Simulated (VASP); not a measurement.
Band structure of WS2 (2H layered). Calculation: PBE GGA with D3 dispersion (Becke-Johnson damping), VASP's PBE PAW potentials (set 64) (plane waves; VASP 6.6.1).

Unless said otherwise, spin-orbit coupling is left out, though it shifts the bands of the heavy elements here.

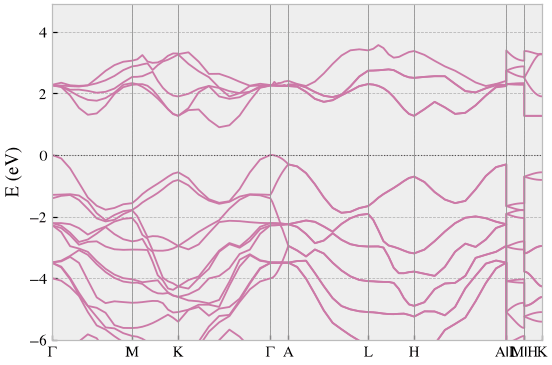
Figure: Bands along high-symmetry lines, zero at the valence-band maximum or, without a gap, the Fermi level

Task: Read the plot: is there a gap, and where are the band edges?

Result: The gap is indirect, 0.90 eV, from the valence maximum at Γ to the conduction minimum at K-Γ at 0.44. (Edges off the drawn lines would not show.)

The compound is WS2 in the 2H layered structure. It was relaxed first.
